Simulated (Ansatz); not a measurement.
**Decaying states in the gap of Ba4As2S**

A new crystal, Ba4As2S: structure, gap and complex bands. It is built by putting S for O, Ba for Ca in the Ca4As2O structure of space group I4/mmm, with the volume rescaled by atomic radii. The parent structure comes from the Materials Project.

Calculated with Ansatz 0.2.0; LDA DFT, plane waves, PAW files, in the first sound run; inputs show where later runs differ.

The structure was built from a prototype and need not be the compound's stable phase.

**1. Set-up**

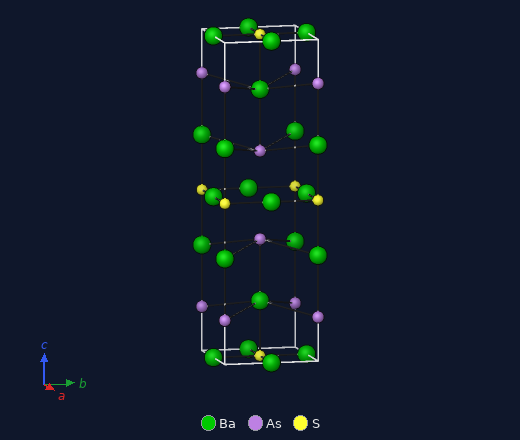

The cell as given, slightly off an axis (barium green, arsenic purple, sulfur yellow). This picture shows the conventional cell, with its axes. Some periodic images of atoms are drawn too.

Structure file:

```cif
data_structure
_symmetry_space_group_name_H-M 'P 1'
_symmetry_Int_Tables_number 1
_cell_length_a 9.2863
_cell_length_b 9.2863
_cell_length_c 9.2863
_cell_angle_alpha 148.396
_cell_angle_beta 148.396
_cell_angle_gamma 45.302
_cell_volume 219.22
loop_
_atom_site_label
_atom_site_type_symbol
_atom_site_fract_x
_atom_site_fract_y
_atom_site_fract_z
_atom_site_occupancy
Ba1 Ba 0.67140 0.67140 0.00000 1
Ba2 Ba 0.32860 0.32860 0.00000 1
Ba3 Ba 0.00000 0.50000 0.50000 1
Ba4 Ba 0.50000 0.00000 0.50000 1
As5 As 0.86314 0.86314 0.00000 1
As6 As 0.13686 0.13686 0.00000 1
S7 S 0.50000 0.50000 0.00000 1
```

**2. Cell and atoms at rest**

The substituted atoms don't fit the parent's cell, so cell and atoms relax together. A small smearing keeps the run stable in case the gap closes on the way.

Contents of input.yaml:

```yaml
crystal:
  lattice:
    - [-2.5288234034, 2.5288234034, 8.5700437138]
    - [2.5288234034, -2.5288234034, 8.5700437138]
    - [2.5288234034, 2.5288234034, -8.5700437138]
  atoms:
    - { symbol: Ba, position: [0.6713968, 0.6713968, 0.0] }
    - { symbol: Ba, position: [0.3286032, 0.3286032, 0.0] }
    - { symbol: Ba, position: [0.0, 0.5, 0.5] }
    - { symbol: Ba, position: [0.5, 0.0, 0.5] }
    - { symbol: As, position: [0.86314396, 0.86314396, 0.0] }
    - { symbol: As, position: [0.13685604, 0.13685604, 0.0] }
    - { symbol: S, position: [0.5, 0.5, 0.0] }
kpoints:
  mp_grid: { grid: [6, 6, 6] }
scf:
  occupations: { method: gaussian, width: 0.03 }
hamiltonian:
  xc: lda
output:
  forces: true
  stress: true
relax:
  f_tol: 0.02
  max_steps: 60
  cell: {}
```

On the command line:

```bash
ansatz run input.yaml --threads 2 --pin off --max-ram 4096MiB --backend cpu --events-out ev --progress --plain --runs-dir out
```

Numbers of over 12 decimals in the logs are rounded to 6 here.

The program printed:

```text
basis.fft_grid_basis auto: the FFT boxes are laid along the combinations [[1, 0, 1], [0, 1, 1], [0, 0, 1]] of the cell's own vectors, 5.058, 5.058 and 9.286 Å long. The dense box has 36×36×64 points. Along the cell's own vectors, as sized, it would have 64×64×64, 3.16 times as many. Of the 16 symmetry operations that the crystal satisfies within crystal.symmetry.tolerance (time reversal apart; of a slab, those that k [...]
Engine: ansatz 0.2.0, aarch64-unknown-linux-gnu
Pseudopotentials: kind: paw
Pseudopotential: Ba, paw, valence charge 10, recommended cutoff 420 eV (normal), Ba.paw.azcp
Pseudopotential: As, paw, valence charge 15, recommended cutoff 420 eV (normal), As.paw.azcp
Pseudopotential: S, paw, valence charge 6, recommended cutoff 420 eV (normal), S.paw.azcp
Functional definition: SPW92
  exchange = slater_x
  correlation = pw_c
Crystal: 7 atoms, lattice volume = 219.220 Å³
Basis set: ecut = 420 eV, 4297 PW (Γ), FFT grids on a1+a3, a2+a3, a3
Bands: 46, of which v1, the nominal top of the filled ones, is band 38 counted from 1 (37 counted from 0)
Symmetry: 16 space group operations
Space group: I4/mmm (ITA 139), of the structure as read, at distance tolerance 6.0e-5 Å
k-points: 30 of 216
Non-local potential: Ba, projectors of the file, l = 0: 3, l = 1: 2, l = 2: 2, l = 3: 2
Non-local potential: As, projectors of the file, l = 0: 2, l = 1: 2, l = 2: 3, l = 3: 1
Non-local potential: S, projectors of the file, l = 0: 2, l = 1: 2, l = 2: 2
PAW form: soft (Blöchl's): semilocal exchange-correlation on the pseudo side does not see the compensation charge
PAW frozen core: Ba, regenerated for the run's functional, and the local potential with it (the file was generated under x = pbe(κ = 0.804, μ = 0.219515), c = pbe(β = 0.066725))
PAW frozen core: As, regenerated for the run's functional, and the local potential with it (the file was generated under x = pbe(κ = 0.804, μ = 0.219515), c = pbe(β = 0.066725))
PAW frozen core: S, regenerated for the run's functional, and the local potential with it (the file was generated under x = pbe(κ = 0.804, μ = 0.219515), c = pbe(β = 0.066725))
PAW one-centre angular grid: Ba, 194 points (default); XC on 64 Gauss nodes
PAW one-centre angular grid: As, 590 points (default); XC on 64 Gauss nodes
PAW one-centre angular grid: S, 110 points (default); XC on 64 Gauss nodes
Initial density: superposition of atomic densities (neutral atoms: chi_scale 0, normalization atom), corrected by the library's trained network
Initial wavefunctions: pseudopotential atomic-orbital guess
Functional: x = slater, c = lda
SCF iter   1: F=—  HF=-33541.089523 eV  |F-HF|=—  |Δ(HF+E_count)|=         —  Δρ=4.57e-3  dr2=5.16e-2  ethr=1.77e-3  ⟨swp⟩=10.5  Hψ=7295  notcnv=0  defer=3
preconditioner: auto → Resta (q_TF=auto, 2.287 Å⁻¹)  ε∞=3.7  [insulator: Δε(μ)=0.071 eV  Ē_g=10.646 eV  σ=0.030 eV  W_gap=0.91  n_scr=42 (ndim 8)  ℏωp=17.4 eV  f_vac=0.010  D(μ)=0.34/eV (n_scr^D=0)  ε∞_Penn≈3.7]
SCF iter   2: F=—  HF=-33541.073536 eV  |F-HF|=—  |Δ(HF+E_count)|=   1.60e-2  Δρ=2.38e-3  dr2=9.48e-3  ethr=6.79e-5  ⟨swp⟩=3.3  Hψ=2758  notcnv=0  defer=73
SCF iter   3: F=—  HF=-33541.070870 eV  |F-HF|=—  |Δ(HF+E_count)|=   2.67e-3  Δρ=5.59e-4  dr2=6.29e-4  ethr=1.25e-5  ⟨swp⟩=2.0  Hψ=2223  notcnv=0  defer=73
SCF iter   4: F=—  HF=-33541.070744 eV  |F-HF|=—  |Δ(HF+E_count)|=   1.26e-4  Δρ=1.58e-4  dr2=6.64e-5  ethr=8.27e-7  ⟨swp⟩=2.0  Hψ=2447  notcnv=0  defer=73
SCF iter   5: F=—  HF=-33541.070823 eV  |F-HF|=—  |Δ(HF+E_count)|=   7.85e-5  Δρ=4.47e-5  dr2=9.18e-6  ethr=8.74e-8  ⟨swp⟩=2.0  Hψ=2439  notcnv=0  defer=73
SCF iter   6: F=—  HF=-33541.070822 eV  |F-HF|=—  |Δ(HF+E_count)|=   1.13e-7  Δρ=1.39e-5  dr2=6.18e-7  ethr=1.21e-8  ⟨swp⟩=2.0  Hψ=2439  notcnv=0  defer=73
SCF iter   7: F=-33541.070823 eV  HF=-33541.070823 eV  |F-HF|=3.38e-9  |Δ(HF+E_count)|=   2.21e-7  Δρ=3.95e-6  dr2=6.48e-8  ethr=1.32e-10  ⟨swp⟩=5.0  Hψ=5366  notcnv=0
SCF 1 converged in 7 iterations: F = -33541.070823 eV  dr2 = 6.48e-8
  greatest PAW one-centre occupation: 0.999 electrons in one spin orbital (limit 2), on the As atom at site 5 (counted from 0), in its partial waves of l = 2
relax step   1: F+E_penalty+E_count = -33541.07082264 eV  Δ(F+E_penalty+E_count) = +0.000e0 eV  max|allowed force component| = 1.281e0 eV/Å  Δτ_max = 0.0000 Å  P = +11.219 GPa  Ω = 219.220 Å³  (7 SCF iters, dr2 threshold 1.00e-7 eV, accepted)
Crystal: 7 atoms, lattice volume = 242.998 Å³
Basis set: ecut = 420 eV, 4733 PW (Γ), FFT grids on a1+a3, a2+a3, a3
Initial density: handed on by an earlier stage of this run
Initial wavefunctions: those handed on with the density
iter 1 solved again at ethr=9.73e-4 eV; its pass at ethr=3.10e-3 eV (dr2=7.40e-1 eV) is discarded
SCF iter   1: F=—  HF=-33542.878573 eV  |F-HF|=—  |Δ(HF+E_count)|=         —  Δρ=7.83e-3  dr2=7.45e-1  ethr=9.73e-4  ⟨swp⟩=1.8  Hψ=8886  notcnv=0
preconditioner: auto → Resta (q_TF=auto, 2.248 Å⁻¹)  ε∞=3.5  [insulator: Δε(μ)=0.773 eV  Ē_g=10.503 eV  σ=0.030 eV  W_gap=1.00  n_scr=50 (ndim 8)  ℏωp=16.5 eV  f_vac=0.015  D(μ)=0.00/eV (n_scr^D=0)  ε∞_Penn≈3.5]
SCF iter   2: F=—  HF=-33542.708080 eV  |F-HF|=—  |Δ(HF+E_count)|=   1.70e-1  Δρ=2.04e-3  dr2=2.79e-2  ethr=9.73e-4  ⟨swp⟩=3.6  Hψ=2895  notcnv=0
SCF iter   3: F=—  HF=-33542.699522 eV  |F-HF|=—  |Δ(HF+E_count)|=   8.56e-3  Δρ=1.05e-3  dr2=3.82e-3  ethr=3.67e-5  ⟨swp⟩=3.0  Hψ=3144  notcnv=0  defer=57
SCF iter   4: F=—  HF=-33542.698678 eV  |F-HF|=—  |Δ(HF+E_count)|=   8.43e-4  Δρ=4.75e-4  dr2=9.38e-4  ethr=5.02e-6  ⟨swp⟩=2.0  Hψ=2460  notcnv=0  defer=57
SCF iter   5: F=—  HF=-33542.698462 eV  |F-HF|=—  |Δ(HF+E_count)|=   2.16e-4  Δρ=1.08e-4  dr2=4.67e-5  ethr=1.23e-6  ⟨swp⟩=2.2  Hψ=2474  notcnv=0  defer=57
SCF iter   6: F=—  HF=-33542.698548 eV  |F-HF|=—  |Δ(HF+E_count)|=   8.58e-5  Δρ=4.07e-5  dr2=6.24e-6  ethr=6.15e-8  ⟨swp⟩=3.0  Hψ=2732  notcnv=0  defer=57
SCF iter   7: F=-33542.698549 eV  HF=-33542.698549 eV  |F-HF|=1.16e-8  |Δ(HF+E_count)|=   4.99e-7  Δρ=8.47e-6  dr2=2.94e-7  ethr=9.21e-10  ⟨swp⟩=4.6  Hψ=7398  notcnv=0
SCF 2 converged in 7 iterations: F = -33542.698549 eV  dr2 = 2.94e-7
relax step   2: F+E_penalty+E_count = -33542.69854851 eV  Δ(F+E_penalty+E_count) = -1.628e0 eV  max|allowed force component| = 6.109e-1 eV/Å  Δτ_max = 0.0970 Å  P = +4.182 GPa  Ω = 242.998 Å³  energy of the carried Pulay correction = -1.288e-3 eV  (7 SCF iters, dr2 threshold 7.00e-7 eV, accepted)
Crystal: 7 atoms, lattice volume = 259.303 Å³
Basis set: ecut = 420 eV, 5093 PW (Γ), FFT grids on a1+a3, a2+a3, a3
iter 1 solved again at ethr=4.60e-4 eV; its pass at ethr=3.10e-3 eV (dr2=3.50e-1 eV) is discarded
[...]
SCF iter   4: F=—  HF=-33543.234450 eV  |F-HF|=—  |Δ(HF+E_count)|=   2.26e-4  Δρ=2.84e-4  dr2=4.26e-4  ethr=2.75e-6  ⟨swp⟩=2.0  Hψ=2452  notcnv=0  defer=59
SCF iter   5: F=—  HF=-33543.234477 eV  |F-HF|=—  |Δ(HF+E_count)|=   2.72e-5  Δρ=9.00e-5  dr2=5.38e-5  ethr=5.61e-7  ⟨swp⟩=2.1  Hψ=2463  notcnv=0  defer=59
SCF iter   6: F=—  HF=-33543.234468 eV  |F-HF|=—  |Δ(HF+E_count)|=   9.05e-6  Δρ=3.20e-5  dr2=4.39e-6  ethr=7.08e-8  ⟨swp⟩=2.5  Hψ=2505  notcnv=0  defer=59
SCF iter   7: F=-33543.234468 eV  HF=-33543.234468 eV  |F-HF|=2.06e-7  |Δ(HF+E_count)|=   3.64e-8  Δρ=9.84e-6  dr2=5.69e-7  ethr=9.21e-10  ⟨swp⟩=7.0  Hψ=7456  notcnv=0
SCF 3 converged in 7 iterations: F = -33543.234468 eV  dr2 = 5.69e-7
relax step   3: F+E_penalty+E_count = -33543.23446782 eV  Δ(F+E_penalty+E_count) = -5.359e-1 eV  max|allowed force component| = 1.474e-1 eV/Å  Δτ_max = 0.1023 Å  P = +0.904 GPa  Ω = 259.303 Å³  energy of the carried Pulay correction = -2.098e-3 eV  (7 SCF iters, dr2 threshold 7.00e-7 eV, accepted)
[...]
relax step   4: F+E_penalty+E_count = -33543.30077339 eV  Δ(F+E_penalty+E_count) = -6.631e-2 eV  max|allowed force component| = 4.212e-2 eV/Å  Δτ_max = 0.0472 Å  P = +0.150 GPa  Ω = 264.248 Å³  energy of the carried Pulay correction = -2.333e-3 eV  (7 SCF iters, dr2 threshold 7.00e-7 eV, accepted)
[...]
relax step   5: F+E_penalty+E_count = -33543.29994605 eV  Δ(F+E_penalty+E_count) = +8.273e-4 eV  max|allowed force component| = 1.484e-1 eV/Å  Δτ_max = 0.0290 Å  P = -0.019 GPa  Ω = 265.502 Å³  energy of the carried Pulay correction = -2.392e-3 eV  (6 SCF iters, dr2 threshold 4.02e-7 eV, rejected (line search))
[...]
relax step   6: F+E_penalty+E_count = -33543.30560252 eV  Δ(F+E_penalty+E_count) = -4.829e-3 eV  max|allowed force component| = 6.720e-3 eV/Å  Δτ_max = 0.0086 Å  P = +0.054 GPa  Ω = 264.896 Å³  energy of the carried Pulay correction = -2.364e-3 eV  (9 SCF iters, accepted)
[...]
relax step   7: F+E_penalty+E_count = -33543.30611888 eV  Δ(F+E_penalty+E_count) = -5.164e-4 eV  max|allowed force component| = 9.572e-4 eV/Å  Δτ_max = 0.0052 Å  P = +0.010 GPa  Ω = 265.211 Å³  energy of the carried Pulay correction = -2.378e-3 eV  (6 SCF iters, dr2 threshold 4.18e-8 eV, accepted)
[...]
relax step   8: F+E_penalty+E_count = -33543.31771832 eV  Δ(F+E_penalty+E_count) = -1.160e-2 eV  max|allowed force component| = 7.863e-4 eV/Å  Δτ_max = 0.0000 Å  P = +0.085 GPa  Ω = 265.211 Å³  stress off target by 1.13e-1 GPa  SCF on the basis re-selected at this cell (its energy is not comparable with the rows above)  (6 SCF iters)
[...]
relax step   9: F+E_penalty+E_count = -33543.31792217 eV  Δ(F+E_penalty+E_count) = -2.038e-4 eV  max|allowed force component| = 1.678e-3 eV/Å  Δτ_max = 0.0012 Å  P = +0.001 GPa  Ω = 265.849 Å³  energy of the carried Pulay correction = -2.809e-5 eV  (5 SCF iters, dr2 threshold 3.20e-8 eV, accepted)
iter 1 solved again at ethr=8.19e-7 eV; its pass at ethr=3.10e-3 eV (dr2=6.22e-4 eV) is discarded
SCF iter   1: F=—  HF=-33543.317930 eV  |F-HF|=—  |Δ(HF+E_count)|=         —  Δρ=3.92e-6  dr2=2.81e-8  ethr=8.19e-7  ⟨swp⟩=3.0  Hψ=10411  notcnv=0
eigensolver tolerance schedule: the retry pair's looser diagonalisation over-reported the residual by 22139.33 of it (diagonalisation noise at an unbounded share of the residual, at the tolerance the schedule requests for it); recorded, not acted on — ethr = c·dr2/N_el stays at c = 1.0e-1
preconditioner: auto → Resta (q_TF=auto, 2.214 Å⁻¹)  ε∞=3.3  [insulator: Δε(μ)=0.343 eV  Ē_g=10.430 eV  σ=0.030 eV  W_gap=1.00  n_scr=48 (ndim 8)  ℏωp=15.8 eV  f_vac=0.007  D(μ)=0.00/eV (n_scr^D=0)  ε∞_Penn≈3.3]
SCF iter   2: F=—  HF=-33543.317952 eV  |F-HF|=—  |Δ(HF+E_count)|=   2.19e-5  Δρ=2.43e-6  dr2=2.21e-8  ethr=3.70e-11  ⟨swp⟩=3.8  Hψ=3692  notcnv=0
SCF iter   3: F=—  HF=-33543.317952 eV  |F-HF|=—  |Δ(HF+E_count)|=   1.27e-8  Δρ=1.58e-6  dr2=7.48e-9  ethr=2.91e-11  ⟨swp⟩=2.0  Hψ=2520  notcnv=0
SCF iter   4: F=—  HF=-33543.317952 eV  |F-HF|=—  |Δ(HF+E_count)|=   2.42e-9  Δρ=5.30e-7  dr2=1.03e-9  ethr=9.85e-12  ⟨swp⟩=2.0  Hψ=2520  notcnv=0
SCF iter   5: F=—  HF=-33543.317952 eV  |F-HF|=—  |Δ(HF+E_count)|=  3.64e-10  Δρ=4.56e-7  dr2=4.91e-10  ethr=1.35e-12  ⟨swp⟩=2.0  Hψ=2516  notcnv=0
SCF iter   6: F=—  HF=-33543.317952 eV  |F-HF|=—  |Δ(HF+E_count)|=  4.37e-10  Δρ=2.05e-7  dr2=7.20e-11  ethr=1.00e-12  ⟨swp⟩=2.0  Hψ=2520  notcnv=0
SCF iter   7: F=-33543.317952 eV  HF=-33543.317952 eV  |F-HF|=2.18e-11  |Δ(HF+E_count)|=  6.55e-11  Δρ=7.00e-8  dr2=9.61e-12  ethr=1.00e-12  ⟨swp⟩=5.0  Hψ=5166  notcnv=0
SCF 10 converged in 7 iterations: F = -33543.317952 eV  dr2 = 9.61e-12
relax step  10: F+E_penalty+E_count = -33543.31795212 eV  Δ(F+E_penalty+E_count) = -2.995e-5 eV  max|allowed force component| = 1.609e-3 eV/Å  Δτ_max = 0.0000 Å  P = +0.000 GPa  Ω = 265.849 Å³  stress off target by 7.88e-3 GPa  SCF on the basis re-selected at this cell (its energy is not comparable with the rows above)  (7 SCF iters)
basis re-selected at this cell: Δ(F+E_penalty+E_count) = -2.995e-5 eV, ΔP = -0.000 GPa vs the last step (what re-selecting the basis moved, of the pressure what is left beyond the Pulay correction that the steps carried, after the strain that the cell walked since its last selection, with what the two solves' SCF thresholds leave and, on support functions, any second-order correction that the steps lacked; it is no m [...]
SCF converged after 7 iterations
Free energy (F): -33543.317952 eV
Harris-Foulkes:  -33543.317952 eV  (|F-HF|=2.18e-11)
Internal energy: -33543.317952 eV  (E = F + TS)
E sigma→0 (E₀):  -33543.317952 eV
Fermi energy:    7.164499 eV
--- Per-component energies (eV) ---
  E_band       = -777.128222
  E_kinetic    = 993.795285
  E_local      = -6063.925074  (includes V_loc(G=0)·N_el)
  E_nonlocal   = -1060.425569
  E_hartree    = 2926.683658
  E_xc         = -923.642580
  E_vxc        = -792.727614  (∫ρ·V_xc dr)
  E_paw        = -24307.631995  (= ΣΔE_a)
  E_vpaw       = 292.787202  (= ΣTr[D̂ρ^β])
  E_aug_tail   = 0.000011  (compensation charges beyond the density's cutoff)
  E_ewald      = -5113.605407
  E_core_change = 5.433720  (= ΣΔE_core)
  E_smearing   = -0.000000  (= −TS)
  E_closure    = 0.000000  (closes the sum)
  Σ components = -33543.317952   (vs F -33543.317952, Δ=0.00e0)
--- Forces (eV/Å), atoms counted from 1 ---
  atom   1  Ba     0.00000000     0.00000000     0.00102866
  atom   2  Ba     0.00000000     0.00000000    -0.00102866
  atom   3  Ba     0.00000000    -0.00000000    -0.00000000
  atom   4  Ba     0.00000000     0.00000000     0.00000000
  atom   5  As     0.00000000     0.00000000    -0.00160856
  atom   6  As    -0.00000000     0.00000000     0.00160856
  atom   7  S      0.00000000    -0.00000000    -0.00000000
  max |Σ_I F_I| component: 1.36e-19 eV/Å
--- Stress (GPa, compression-positive) ---
        0.004683       0.000000       0.000000
        0.000000       0.004683      -0.000000
        0.000000      -0.000000      -0.007876
  P = ⅓ Tr σ = 0.0005 GPa (0.005 kbar)
--- Relaxed structure (8 steps of the walk, 7 accepted, 2 SCFs on fresh bases) ---
  F+E_penalty+E_count = -33543.31795212 eV   max|allowed force component| = 1.609e-3 eV/Å   (the final SCF, on the basis selected at the relaxed cell)
  cell:  # Å, volume = 265.8494 Å³
    - [-2.811509, 2.811509, 8.408076]
    - [2.811509, -2.811509, 8.408076]
    - [2.811509, 2.811509, -8.408076]
  atoms:
    - { symbol: Ba, position: [0.685709, 0.685709, 0] }
    - { symbol: Ba, position: [0.314291, 0.314291, 0] }
    - { symbol: Ba, position: [-1.0843773717843205e-19, 0.500000, 0.500000] }
    - { symbol: Ba, position: [0.500000, -1.0843773717843205e-19, 0.500000] }
    - { symbol: As, position: [0.871902, 0.871902, 0] }
    - { symbol: As, position: [0.128098, 0.128098, 0] }
    - { symbol: S, position: [0.5, 0.5, 0] }
```

Wall time 100 s (2 threads of Arm Neoverse V2, shared host); peak memory 0.68 GiB; 3.3 min of CPU time.

The steps of the relaxation:

```csv
step,energy less that of the first step (eV),largest force component (eV/Å),pressure (GPa),volume (Å³)
1,0.0000,1.2813,11.22,219.22
2,-1.6277,0.6109,4.18,243.00
3,-2.1636,0.1474,0.90,259.30
4,-2.2300,0.0421,0.15,264.25
5,-2.2291,0.1484,-0.02,265.50
6,-2.2348,0.0067,0.05,264.90
7,-2.2353,0.0010,0.01,265.21
8*,-2.2469,0.0008,0.08,265.21
9,-2.2471,0.0017,0.00,265.85
10*,-2.2471,0.0016,0.00,265.85
```

Relaxation steps marked * repeat the geometry before them on a plane-wave basis chosen anew for their cell, so energy and pressure can jump there. Relaxation step 5 was tried and not accepted.

Forces are held to the 16 operations that the run works with; a distortion that breaks them can't arise in this run.

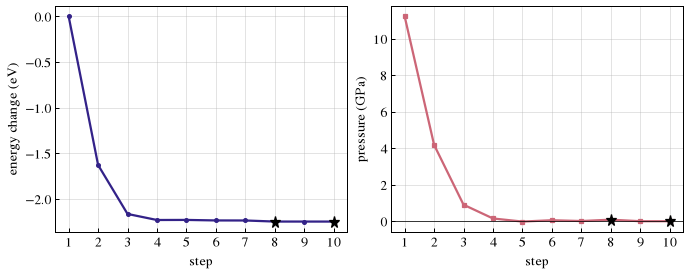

Energy and pressure along the relaxation. Stars mark steps on a basis chosen anew.

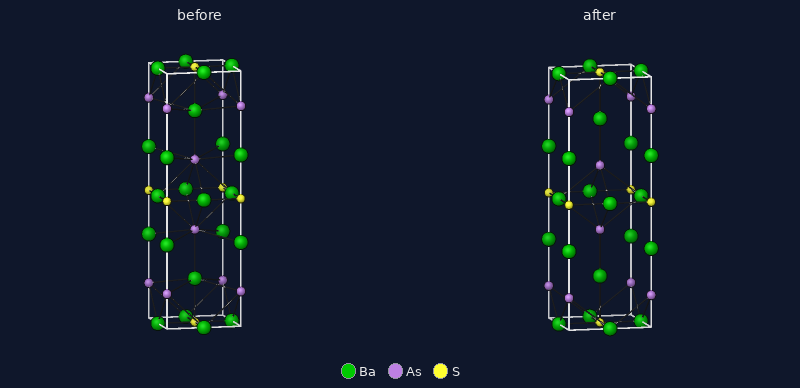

The structure before and after the relaxation, drawn at the same scale.

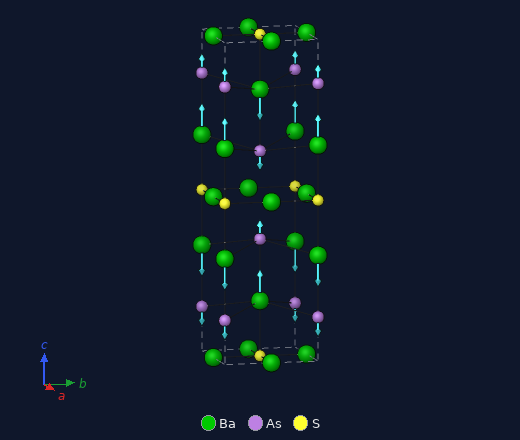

Displacements in the relaxation, exaggerated, measured against the changing cell; the longest in the cell stands for 0.24 Å. Some periodic images of atoms are drawn too.

```csv
"conventional cell, symmetrised",before,after,change
a (Å),5.058,5.623,+11.2 %
b (Å),5.058,5.623,+11.2 %
c (Å),17.140,16.816,-1.9 %
volume (Å³/atom),31.32,37.98,+21.3 %
```

The atoms that moved most (Å, as changes of fractional coordinates times the final cell):

```csv
atom,dx,dy,dz,length
Ba1,0.000,0.000,0.241,0.241
Ba2,0.000,0.000,-0.241,0.241
As5,0.000,0.000,0.147,0.147
As6,0.000,0.000,-0.147,0.147
```

The relaxed structure:

```cif
data_structure
_symmetry_space_group_name_H-M 'P 1'
_symmetry_Int_Tables_number 1
_cell_length_a 9.3008
_cell_length_b 9.3008
_cell_length_c 9.3008
_cell_angle_alpha 144.810
_cell_angle_beta 144.810
_cell_angle_gamma 50.618
_cell_volume 265.85
loop_
_atom_site_label
_atom_site_type_symbol
_atom_site_fract_x
_atom_site_fract_y
_atom_site_fract_z
_atom_site_occupancy
Ba1 Ba 0.68571 0.68571 0.00000 1
Ba2 Ba 0.31429 0.31429 0.00000 1
Ba3 Ba 0.00000 0.50000 0.50000 1
Ba4 Ba 0.50000 0.00000 0.50000 1
As5 As 0.87190 0.87190 0.00000 1
As6 As 0.12810 0.12810 0.00000 1
S7 S 0.50000 0.50000 0.00000 1
```

Numbers from this step:

* free energy: -33543.3180 eV
* Fermi energy: 7.164 eV
* pressure: 4.97e-4 GPa

The largest force component on a free atom ends at 0.0016 eV/Å.

(Continued in part 2 of 3.)

[Logs are printed without paths, hosts, clocks, repeated set-up lines and the standing remarks that a program may print on its own settings, such as how far it seeks lower states.]

[Hosts, paths, dates, database ids (printed as entryN), source tags and the programs' standing remarks are cut or masked in the printed files.]

[New means built here by substitution; the compound itself may be known and measured.]
